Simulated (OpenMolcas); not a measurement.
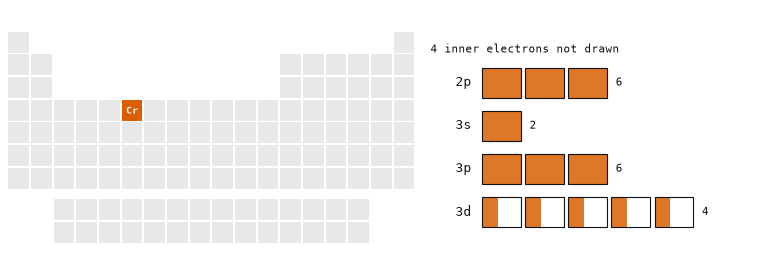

Fig. 1: Left, the place of chromium in the periodic table; right, the outer shells of the leading configuration of the lowest level: a box for each of the 2l + 1 orbitals, shaded by the share of the shell that is filled, with the electron count at the right.

# Cr²⁺ complex: multiconfigurational calculation (part 1 of 2)

Cr²⁺ with 8 ligands (F; cube, 2.334 Å), embedded in SrF2 by model potentials and point charges, whose field is part of the energies. Computed at this level: state-averaged CASSCF, active space 4 electrons in the shell 3d, basis ANO-RCC-VTZP on the metal and ANO-RCC-VDZP on the ligands, DKH2 scalar Hamiltonian, spin-orbit coupling by RASSI with atomic mean-field integrals (OpenMolcas).

**Input**
```
&GATEWAY
Basis set
Cr.ANO-RCC-VTZP.
Cr1 0.0 0.0 0.0 Angstrom
End of basis
Basis set
F.ANO-RCC-VDZP.
L1 1.347536 1.347536 1.347536 Angstrom
L2 1.347536 1.347536 -1.347536 Angstrom
L3 1.347536 -1.347536 1.347536 Angstrom
L4 1.347536 -1.347536 -1.347536 Angstrom
End of basis
Basis set
Sr.EMB-AIMP.Pascual.0s.0s.ECP.SrF2.
PseudoCharge
* 21 symmetry-unique lattice sites within 7.6 angstrom
End of basis
Basis set
F.EMB-AIMP.Pascual.0s.0s.ECP.SrF2.
PseudoCharge
* 40 symmetry-unique lattice sites within 7.6 angstrom
End of basis
Symmetry
XYZ
AngMom=0.0 0.0 0.0
AMFI
RICD
XField
1348 Angstrom 0
* Evjen-weighted lattice charges
&SEWARD
&RASSCF
FileOrb=start.orb
Symmetry=1
Spin=5
nActEl=4 0 0
Inactive=23 26
Ras2=5 0
CIRoot=5 5 1
SDav=5
CIMx=300
Iter=150 100
PrWF=0.3
OrbListing=Nothing
MaxOrb=0
LevShft=1.0
>>> COPY $Project.JobIph JOB001
&RASSCF
FileOrb=start.orb
Symmetry=1
Spin=3
nActEl=4 0 0
Inactive=23 26
Ras2=5 0
CIRoot=45 45 1
SDav=45
CIMx=300
Iter=150 100
PrWF=0.3
OrbListing=Nothing
MaxOrb=0
LevShft=1.0
>>> COPY $Project.JobIph JOB002
&RASSCF
FileOrb=start.orb
Symmetry=1
Spin=1
nActEl=4 0 0
Inactive=23 26
Ras2=5 0
CIRoot=50 50 1
SDav=50
CIMx=300
Iter=150 100
PrWF=0.3
OrbListing=Nothing
MaxOrb=0
LevShft=1.0
>>> COPY $Project.JobIph JOB003
&RASSI
NrOfJobIphs=3 5 45 50
1 2 3 4 5
1 2 3 4 5 6 7 8 9 10 11 12 13 14 15 16 17 18 19 20 21 22 23 24 25 26 27
28 29 30 31 32 33 34 35 36 37 38 39 40 41 42 43 44 45
1 2 3 4 5 6 7 8 9 10 11 12 13 14 15 16 17 18 19 20 21 22 23 24 25 26 27
28 29 30 31 32 33 34 35 36 37 38 39 40 41 42 43 44 45 46 47 48 49 50
IphNames
JOB001
JOB002
JOB003
EJob
SpinOrbit
DIPRint=1.0
SOCoupling=1000.0
Subsets=2
Property=9
'ANGMOM' 1 'ANGMOM' 2 'ANGMOM' 3 'MLTPL  1' 1 'MLTPL  1' 2 'MLTPL  1' 3
'AMFI' 1 'AMFI' 2 'AMFI' 3
SOProperty=3
'ANGMOM' 1 'ANGMOM' 2 'ANGMOM' 3
```

The file start.orb holds starting orbitals from an earlier step. A driver script formed the levels outside the program, from RASSI's spin-orbit matrix and the active-space energies, averaged over the components of each term or state.

Launched with:
```bash
OMP_NUM_THREADS=1 MOLCAS_MEM=2457 MOLCAS_PROJECT=a pymolcas a.inp > a.log  # once for each step of the input, in one work folder
```

**Log (extracts)**
```
--- SEWARD ---
Basis set label: CR.ANO-RCC...6S5P3D2F1G.

      Electronic valence basis set:
      ------------------
      Associated Effective Charge  24.000000 au
      Associated Actual Charge     24.000000 au
      Nuclear Model: Point charge

      Shell  nPrim  nBasis  Cartesian Spherical Contaminant
         s      21       6        X
         p      15       5        X
         d      10       3                 X
         f       6       2                 X
         g       4       1                 X
                  Relativistic Douglas-Kroll-Hess integrals:
                    - DKH order of Hamiltonian: 2
                    - DKH order of Properties : 0
                  Atomic mean-field integrals
--- RASSCF ---
Wave function specifications:
      -----------------------------

      Number of closed shell electrons          98
      Number of electrons in active shells       4
      Max number of holes in RAS1 space          0
      Max nr of electrons in RAS3 space          0
      Number of inactive orbitals               49
      Number of active orbitals                  5
      Number of secondary orbitals             117
      Spin quantum number                      2.0
      State symmetry                             1
Orbital specifications:
      -----------------------

      Symmetry species                           1   2
                                                ag  au
      Frozen orbitals                            0   0
      Inactive orbitals                         23  26
      Active orbitals                            5   0
      RAS1 orbitals                              0   0
      RAS2 orbitals                              5   0
      RAS3 orbitals                              0   0
      Secondary orbitals                        58  59
      Deleted orbitals                           0   0
      Number of basis functions                 86  85
      Number of CSFs                             5
      Number of root(s) required                 5
      Iter CI   SX   CI       RASSCF       Energy    max ROT     max BLB   max BLB  Level Ln srch  Step   QN
          iter iter root      energy       change     param      element    value   shift minimum  type update
 Nr of preliminary CI iterations:   1
      Total energies have been shifted. Add                -1000.00 au
        1   1   13    0  -847.09626850    0.00E+00  -6.87E-02   24  78 2 -3.25E-01*  0.75   0.00    SX    NO
        2   1   13    0  -847.88898412   -7.93E-01* -2.41E-02    6  39 2  5.64E-02*  0.71   0.00    SX    NO
        3   1   12    0  -847.92754901   -3.86E-02* -7.08E-03   23  77 2  2.25E-02*  0.74   0.00    SX    NO
        4   1   11    0  -847.93234565   -4.80E-03* -2.06E-03    5  38 2  6.45E-03*  0.74   0.00    SX    NO
        5   1   10    0  -847.93341036   -1.06E-03* -2.10E-03   16  29 2  3.89E-03*  0.75   2.05    LS   YES
        6   1   10    0  -847.93379071   -3.80E-04* -9.12E-04    6  39 2 -2.31E-03*  0.75   1.03    QN   YES
        7   1    9    0  -847.93385591   -6.52E-05* -5.93E-04    6  39 2 -1.10E-03*  0.75   1.65    LS   YES
        8   1    9    0  -847.93386801   -1.21E-05* -3.17E-04    8  50 2 -1.14E-03*  0.75   1.01    QN   YES
        9   1    8    0  -847.93387655   -8.54E-06*  6.63E-05    6  29 2  2.07E-04*  0.75   1.20    QN   YES
       10   1    7    0  -847.93387728   -7.33E-07* -3.75E-05   23  77 2  8.07E-05   0.75   1.34    QN   YES
       11   1    6    0  -847.93387738   -9.61E-08* -1.08E-05    6  29 2 -2.50E-05   0.75   1.22    QN   YES
       12   1    5    0  -847.93387738    1.86E-09  -1.89E-06    6  29 2 -1.20E-05   0.75   0.24    QN   YES
      Convergence after 12 iterations
       13   1    5    0  -847.93387738   -7.26E-10  -1.89E-06    6  29 2 -5.13E-06   0.75   0.24    QN   YES
      Natural orbitals and occupation numbers for root  1
      sym 1:   1.000000  -0.000000   1.000000   1.000000   1.000000
      Natural orbitals and occupation numbers for root  2
      sym 1:   1.000000   1.000000  -0.000000   1.000000   1.000000
      Natural orbitals and occupation numbers for root  3
      sym 1:   0.000000   1.000000   1.000000   1.000000   1.000000
::    RASSCF root number  1 Total energy:  -1847.94062782
::    RASSCF root number  2 Total energy:  -1847.94062782
::    RASSCF root number  3 Total energy:  -1847.94062782
::    RASSCF root number  4 Total energy:  -1847.92375172
::    RASSCF root number  5 Total energy:  -1847.92375172
--- RASSCF ---
Wave function specifications:
      -----------------------------

      Number of closed shell electrons          98
      Number of electrons in active shells       4
      Max number of holes in RAS1 space          0
      Max nr of electrons in RAS3 space          0
      Number of inactive orbitals               49
      Number of active orbitals                  5
      Number of secondary orbitals             117
      Spin quantum number                      1.0
      State symmetry                             1
Orbital specifications:
      -----------------------

      Symmetry species                           1   2
                                                ag  au
      Frozen orbitals                            0   0
      Inactive orbitals                         23  26
      Active orbitals                            5   0
      RAS1 orbitals                              0   0
      RAS2 orbitals                              5   0
      RAS3 orbitals                              0   0
      Secondary orbitals                        58  59
      Deleted orbitals                           0   0
      Number of basis functions                 86  85
      Number of CSFs                            45
      Number of root(s) required                45
      Iter CI   SX   CI       RASSCF       Energy    max ROT     max BLB   max BLB  Level Ln srch  Step   QN
          iter iter root      energy       change     param      element    value   shift minimum  type update
 Nr of preliminary CI iterations:   1
      Total energies have been shifted. Add                -1000.00 au
        1   1   11    0  -847.79538331    0.00E+00  -1.00E-02   24  30 1 -1.50E-02*  0.75   0.00    SX    NO
        2   1   11    0  -847.79669654   -1.31E-03* -1.92E-03    7  35 1 -1.04E-02*  0.73   0.00    SX    NO
        3   1   10    0  -847.79690644   -2.10E-04* -1.38E-03   24  30 1 -1.86E-03*  0.73   0.00    SX    NO
        4   1    9    0  -847.79694837   -4.19E-05* -4.97E-04    7  35 1 -1.45E-03*  0.73   0.00    SX    NO
        5   1    9    0  -847.79695790   -9.53E-06* -4.43E-04   15  25 1 -3.97E-04*  0.73   1.90    LS   YES
        6   1    8    0  -847.79696059   -2.69E-06*  1.41E-04    7  35 1  6.36E-04*  0.73   0.99    QN   YES
        7   1    7    0  -847.79696105   -4.65E-07* -4.88E-05   12  29 1  1.10E-04*  0.73   0.92    QN   YES
        8   1    7    0  -847.79696109   -3.89E-08* -7.32E-05   12  29 1  6.20E-05   0.73   2.50    LS   YES
        9   1    7    0  -847.79696107    1.57E-08* -3.47E-05    6  39 2 -7.42E-05   0.73   0.32    LS   YES
       10   1    6    0  -847.79696109   -2.05E-08*  1.20E-05    7  35 1  3.22E-05   0.73   1.05    QN   YES
       11   1    5    0  -847.79696109    6.76E-10   5.76E-06   12  29 1  1.19E-05   0.73   0.25    QN   YES
      Convergence after 11 iterations
       12   1    5    0  -847.79696109   -8.87E-10   5.76E-06   12  29 1  5.59E-06   0.73   0.25    QN   YES
      Natural orbitals and occupation numbers for root  1
      sym 1:   0.200187   0.134354   1.029459   0.849469   1.786530
      Natural orbitals and occupation numbers for root  2
      sym 1:   0.673212   0.129980   1.241766   0.376039   1.579002
      Natural orbitals and occupation numbers for root  3
      sym 1:   0.131072   0.734196   1.645885   0.315829   1.173019
::    RASSCF root number  1 Total energy:  -1847.86231478
::    RASSCF root number  2 Total energy:  -1847.86231478
::    RASSCF root number  3 Total energy:  -1847.86231478
::    RASSCF root number  4 Total energy:  -1847.85389086
::    RASSCF root number  5 Total energy:  -1847.85389086
::    RASSCF root number  6 Total energy:  -1847.85389086
::    RASSCF root number  7 Total energy:  -1847.84758603
::    RASSCF root number  8 Total energy:  -1847.84758603
::    RASSCF root number  9 Total energy:  -1847.84758603
::    RASSCF root number 10 Total energy:  -1847.83901569
::    RASSCF root number 11 Total energy:  -1847.83901569
::    RASSCF root number 12 Total energy:  -1847.83613753
::    RASSCF root number 13 Total energy:  -1847.83613753
::    RASSCF root number 14 Total energy:  -1847.83613753
::    RASSCF root number 15 Total energy:  -1847.83520220
::    RASSCF root number 16 Total energy:  -1847.83520220
::    RASSCF root number 17 Total energy:  -1847.83520220
::    RASSCF root number 18 Total energy:  -1847.82389828
::    RASSCF root number 19 Total energy:  -1847.82383560
::    RASSCF root number 20 Total energy:  -1847.82383560
::    RASSCF root number 21 Total energy:  -1847.82383560
::    RASSCF root number 22 Total energy:  -1847.82265665
::    RASSCF root number 23 Total energy:  -1847.82265665
::    RASSCF root number 24 Total energy:  -1847.82265665
::    RASSCF root number 25 Total energy:  -1847.81874591
::    RASSCF root number 26 Total energy:  -1847.81874591
::    RASSCF root number 27 Total energy:  -1847.80993193
::    RASSCF root number 28 Total energy:  -1847.80571495
::    RASSCF root number 29 Total energy:  -1847.80571495
::    RASSCF root number 30 Total energy:  -1847.80571495
--- RASSCF ---
Wave function specifications:
      -----------------------------

      Number of closed shell electrons          98
      Number of electrons in active shells       4
      Max number of holes in RAS1 space          0
      Max nr of electrons in RAS3 space          0
      Number of inactive orbitals               49
      Number of active orbitals                  5
      Number of secondary orbitals             117
      Spin quantum number                      0.0
      State symmetry                             1
Orbital specifications:
      -----------------------

      Symmetry species                           1   2
                                                ag  au
      Frozen orbitals                            0   0
      Inactive orbitals                         23  26
      Active orbitals                            5   0
      RAS1 orbitals                              0   0
      RAS2 orbitals                              5   0
      RAS3 orbitals                              0   0
      Secondary orbitals                        58  59
      Deleted orbitals                           0   0
      Number of basis functions                 86  85
      Number of CSFs                            50
      Number of root(s) required                50
      Iter CI   SX   CI       RASSCF       Energy    max ROT     max BLB   max BLB  Level Ln srch  Step   QN
          iter iter root      energy       change     param      element    value   shift minimum  type update
 Nr of preliminary CI iterations:   1
      Total energies have been shifted. Add                -1000.00 au
        1   1   11    0  -847.72930160    0.00E+00  -4.65E-03   25  31 1 -6.90E-03*  0.73   0.00    SX    NO
        2   1   10    0  -847.72963713   -3.36E-04*  1.04E-03    7  35 1 -5.20E-03*  0.72   0.00    SX    NO
        3   1    9    0  -847.72969304   -5.59E-05* -7.39E-04   28  32 1 -9.39E-04*  0.72   0.00    SX    NO
        4   1    9    0  -847.72970479   -1.18E-05* -2.98E-04    7  35 1 -7.35E-04*  0.72   0.00    SX    NO
        5   1    8    0  -847.72970761   -2.81E-06* -2.74E-04   17  25 1 -2.40E-04*  0.72   1.92    LS   YES
        6   1    8    0  -847.72970842   -8.12E-07*  8.71E-05    7  35 1  3.68E-04*  0.72   1.00    QN   YES
        7   1    7    0  -847.72970857   -1.54E-07* -2.59E-05    5  39 2  5.13E-05   0.72   0.90    QN   YES
        8   1    6    0  -847.72970858   -1.51E-09   1.70E-05   12  29 1  2.84E-05   0.72   0.31    QN   YES
      Convergence after  8 iterations
        9   1    6    0  -847.72970858   -4.15E-09   1.70E-05   12  29 1  6.43E-06   0.72   0.31    QN   YES
      Natural orbitals and occupation numbers for root  1
      sym 1:   0.078069   0.078069   1.882897   0.078069   1.882897
      Natural orbitals and occupation numbers for root  2
      sym 1:   0.051897   0.121152   1.066266   0.926983   1.833702
      Natural orbitals and occupation numbers for root  3
      sym 1:   0.742221   0.303156   1.660618   0.054314   1.239691
::    RASSCF root number  1 Total energy:  -1847.83377574
::    RASSCF root number  2 Total energy:  -1847.82095367
::    RASSCF root number  3 Total energy:  -1847.82095367
::    RASSCF root number  4 Total energy:  -1847.82095367
::    RASSCF root number  5 Total energy:  -1847.80857114
::    RASSCF root number  6 Total energy:  -1847.80857114
::    RASSCF root number  7 Total energy:  -1847.80857114
::    RASSCF root number  8 Total energy:  -1847.80145553
::    RASSCF root number  9 Total energy:  -1847.80145553
::    RASSCF root number 10 Total energy:  -1847.79751179
::    RASSCF root number 11 Total energy:  -1847.79411090
::    RASSCF root number 12 Total energy:  -1847.79411090
::    RASSCF root number 13 Total energy:  -1847.79411090
::    RASSCF root number 14 Total energy:  -1847.79373324
::    RASSCF root number 15 Total energy:  -1847.79213887
::    RASSCF root number 16 Total energy:  -1847.79213887
::    RASSCF root number 17 Total energy:  -1847.79213887
::    RASSCF root number 18 Total energy:  -1847.78344322
::    RASSCF root number 19 Total energy:  -1847.78344322
::    RASSCF root number 20 Total energy:  -1847.77704164
::    RASSCF root number 21 Total energy:  -1847.77704164
::    RASSCF root number 22 Total energy:  -1847.77704164
::    RASSCF root number 23 Total energy:  -1847.76556702
::    RASSCF root number 24 Total energy:  -1847.76556702
::    RASSCF root number 25 Total energy:  -1847.76556702
::    RASSCF root number 26 Total energy:  -1847.76276690
::    RASSCF root number 27 Total energy:  -1847.74557185
::    RASSCF root number 28 Total energy:  -1847.74557185
::    RASSCF root number 29 Total energy:  -1847.73334375
::    RASSCF root number 30 Total energy:  -1847.72857663
```

(Continued in part 2.) Outcome of the run: converged.
